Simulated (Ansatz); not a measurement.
A series of calculations on HfH₃OCl₃

**1. Relaxation**

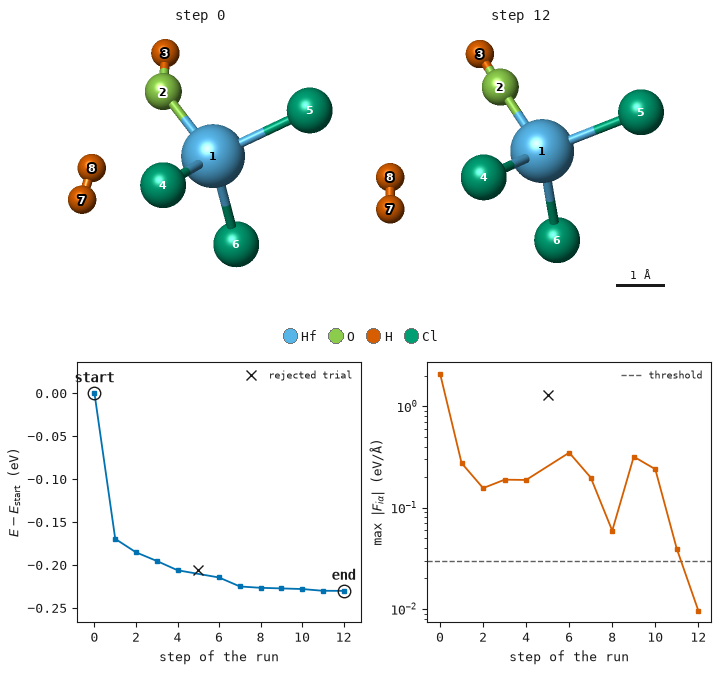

First and last geometry of a relaxation of HfH$_{3}$OCl$_{3}$, with the history of the run. A ball-and-stick model, seen at a tilt.

The run prepares an end point of a later path (reaction) calculation, from a guessed geometry.

Level of theory: RKS PBE0-D4/def2-SVP in Ansatz 0.2.0. Settings: no spin polarisation; force threshold 0.03 eV/Å; at most 50 steps.

### Read the history and describe the run.

It converged. Over 11 accepted moves (12 points after the start) the energy falls by 0.230 eV. Largest force component: 2.1 eV/Å at the start, 0.0096 eV/Å at the end. The line search rejected the trial step at point 5 of the run. The atom that moves furthest after the best rigid fit is H8 (0.53 Å). Largest moves by element: H 0.53 Å, O 0.38 Å, Cl 0.27 Å, Hf 0.22 Å. Some distances before and after: Hf1–H8 2.786 → 3.498 Å, Hf1–H7 3.050 → 3.562 Å, Hf1–O2 2.000 → 1.888 Å, H7–H8 0.720 → 0.761 Å. Bond angles that change, for instance: Hf1–O2–H3 145.4° → 178.7°.

```csv
step,"E − E(0), eV","largest force component, eV/Å",note
0,0.0000,2.1037,
1,-0.1694,0.2753,
2,-0.1851,0.1559,
3,-0.1951,0.1887,
4,-0.2060,0.1876,
5,-0.2055,1.2886,rejected
6,-0.2144,0.3488,
7,-0.2248,0.1982,
8,-0.2264,0.0592,
9,-0.2271,0.3185,
10,-0.2278,0.2395,
11,-0.2299,0.0391,
12,-0.2300,0.0096,
```

Limits of the set-up: the start holds two separate molecules, 2.2 Å apart at their closest, whose relative position is a soft coordinate.

**2. Relaxation**

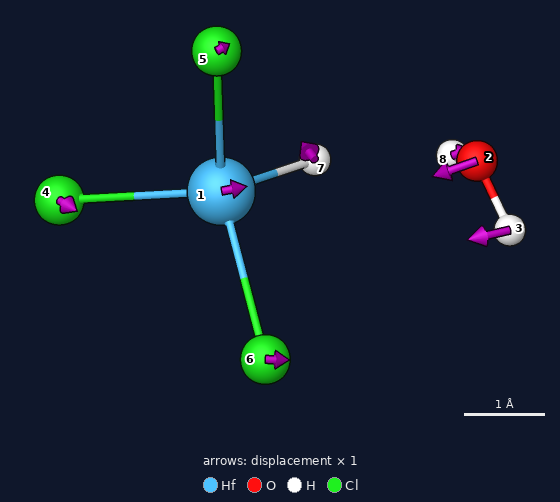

A relaxation of HfH3OCl3. The starting structure is drawn; purple arrows show the displacements, at their true length. The two geometries are superimposed by the best rigid fit.

A ball-and-stick model, seen face on.

The run prepares an end point of a later path (reaction) calculation, from a guessed geometry.

Level of theory: RKS PBE0-D4/def2-SVP (Ansatz 0.2.0). (no spin polarisation; force threshold 0.03 eV/Å; at most 50 steps)

**Describe the change and its energy.**

After 11 geometry steps the energy has fallen by 15.3 kcal/mol. The largest force component goes from 0.85 to 0.02 eV/Å. O2 moves most after the best rigid fit: 0.62 Å. Largest moves by element: O 0.62 Å, H 0.60 Å, Hf 0.34 Å, Cl 0.34 Å. Near-neighbour distances that change, for instance: Hf1–O2 3.254 → 2.314 Å, Hf1–H3 3.677 → 2.879 Å, Hf1–H8 3.017 → 2.904 Å, Hf1–Cl6 2.337 → 2.386 Å. New bonds form, among them: Hf1–O2 (3.25 → 2.31 Å). Among the angles between lasting bonds that change: Cl6–Hf1–H7 107.6° → 119.5°, Cl4–Hf1–H7 102.7° → 92.4°, Cl4–Hf1–Cl6 109.3° → 101.7°. Cost: 32 s on 2 threads of Intel(R) Xeon(R) 6975P-C (Granite Rapids), on a shared host, peak memory 0.31 GiB.

**3. Path**

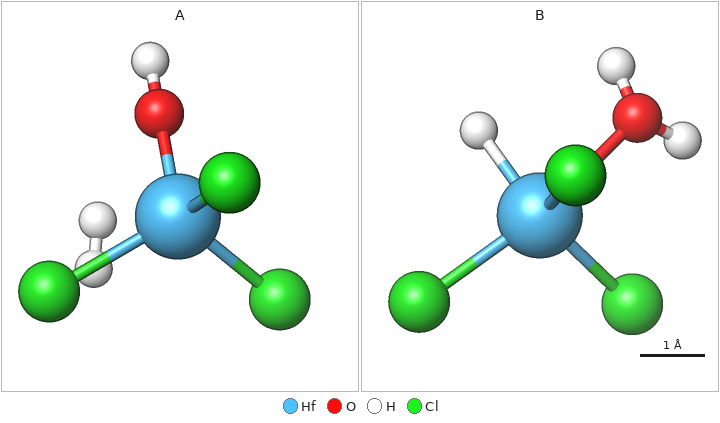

The two relaxed end points of a path for HfH3OCl3, made up at the start of HfHOCl₃ and H$_{2}$. A ball-and-stick model, seen from a free direction.

Theory: Ansatz, RKS PBE0-D4/def2-SVP.

Settings: 5 movable images; climbing image; force threshold 0.03 eV/Å; iteration limit 60.

Start:
```xyz
8

Hf   -0.2447    0.2451   -0.0639
O    -0.4363    0.2298    1.8140
H    -0.5451    0.2403    2.7644
Cl    2.0230    0.4238   -0.6405
Cl   -1.3873    2.1100   -0.9032
Cl   -1.1840   -1.7010   -0.9782
H     1.5744   -2.5425    1.2035
H     1.2597   -2.2734    1.8417
```

End:
```xyz
8

Hf    0.3878   -0.1423   -0.1238
O    -0.4104   -0.6081    1.9981
H    -1.1563   -1.2227    2.0531
Cl    1.6312   -0.2320   -2.0994
Cl   -0.0736    2.1340    0.2068
Cl   -1.3654   -1.6944   -0.5841
H     1.8228   -0.6721    0.8947
H     0.2236   -0.8303    2.6924
```

### Predict the minimum-energy path and its barrier.

The highest point, image 4, lies 1.34 eV above the start and 0.49 eV above the end; the end is at +0.84 eV relative to the start. Breaking: H7–H8 (0.76 → 1.05 at the top → 2.41 Å). Forming: Hf1–H7 (3.56 → 2.00 at the top → 1.84 Å), O2–H8 (3.02 → 1.20 at the top → 0.97 Å). The band converged in 37 iterations. The largest component of the band force went from 12 to 0.019 eV/Å. The climbing image converged on the top of the path. Its vibrational analysis gives one imaginary mode (1103i cm⁻¹), as a transition state must have.

Energies of the converged images:

```json
{"image": "0", "path (Å)": "0.00", "E (eV)": "0.000"}
{"image": "1", "path (Å)": "1.88", "E (eV)": "0.009"}
{"image": "2", "path (Å)": "3.76", "E (eV)": "0.011"}
{"image": "3", "path (Å)": "5.64", "E (eV)": "0.051"}
{"image": "4", "path (Å)": "7.52", "E (eV)": "1.337"}
{"image": "5", "path (Å)": "8.26", "E (eV)": "0.942"}
{"image": "6", "path (Å)": "8.99", "E (eV)": "0.843"}
```

The geometry at the top of the path:

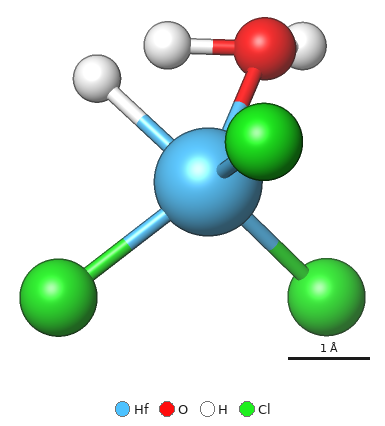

Limits of the set-up: the start holds two separate molecules, 3.0 Å apart at their closest, whose relative position is a soft coordinate.

Cost: 7.2 min on 2 threads of Intel(R) Xeon(R) 6975P-C (Granite Rapids), with other jobs on the host, peak memory 0.31 GiB.
